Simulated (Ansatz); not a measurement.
# FH3O2Si···H2: what the fields show

```xyz
9

Si   -0.1330   -0.2146   -0.1168
F    -0.0741   -0.2909    1.4980
O     1.3918   -0.2073   -0.7524
H     2.0170   -0.8473   -0.3870
O    -0.8259    1.1854   -0.6521
H    -1.7900    1.2124   -0.6521
H    -0.9296   -1.4066   -0.5036
H     1.2027    1.8484    0.9266
H     1.0202    1.5346    1.5467
```

Not at a stationary point (largest force 1.8 eV/Å).

These are results of Ansatz 0.2.0, RKS CAM-B3LYP-D4/cc-pVDZ, not measurements.

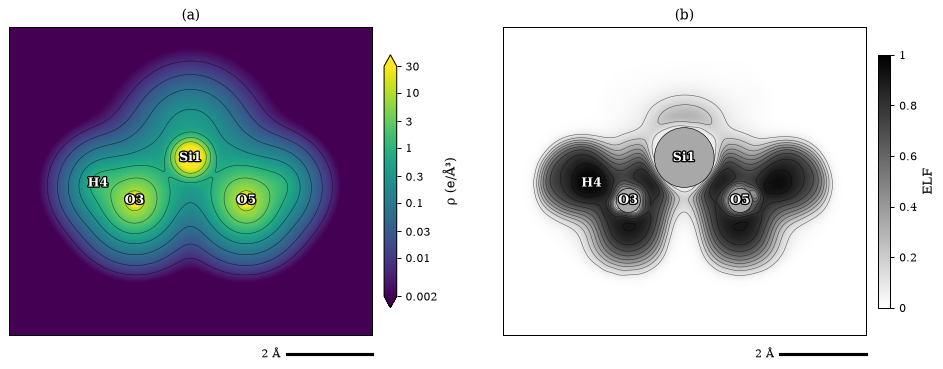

Figure 1. (a) total electron density; (b) electron localisation function on the plane of atoms O3, Si1 and O5. Grey discs cover the atomic cores in the ELF map.

Describe what can be read from this map.

Answer. The plane passes through Si, O and H nuclei.
Si–O (1.65 Å): the density is about 1.1 e/Å³ at the midpoint; the ELF peaks at about 0.85 between the atoms, as expected for a shared but strongly polarised pair.
O–H (0.97 Å): the density is about 3.6 e/Å³ at the midpoint; the ELF climbs to about 1 towards the hydrogen, as it does in any bond to H (an ordinary covalent bond to hydrogen).
The ELF also peaks beside O3 and O5, away from the bonds: lone-pair regions.

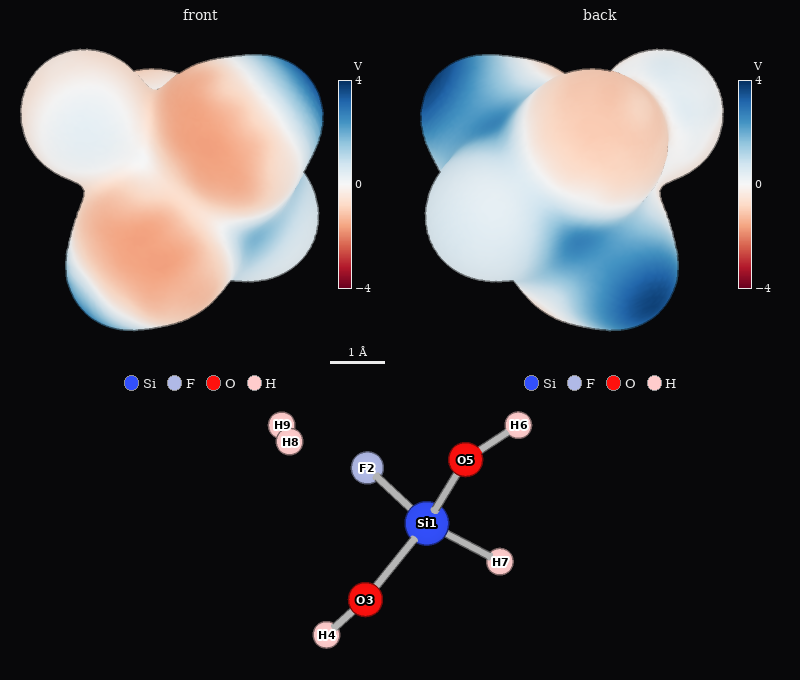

Figure 2. The molecular electrostatic potential painted on the density surface at 0.004 e/bohr³, seen from the front and from behind; red is negative and blue positive. The bare structure is drawn below in the same view.

Where is the surface potential most negative and most positive?

Answer. The most negative region (about −1.6 V) lies over O3 and O5, the most positive (about +3.6 V) over H4 and H6.

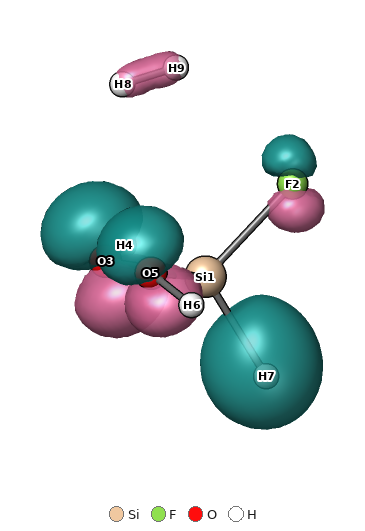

Figure 3. The HOMO at ±0.2 Å⁻³ᐟ² (teal and pink are the two phases), seen at an oblique angle.

Where does this orbital lie, and at what energy?

Answer. By Hirshfeld shares it lies mainly on O3 (about 25 %), O5 (about 25 %), H7 (about 20 %) and Si1 (about 15 %). Its energy is −10.44 eV.
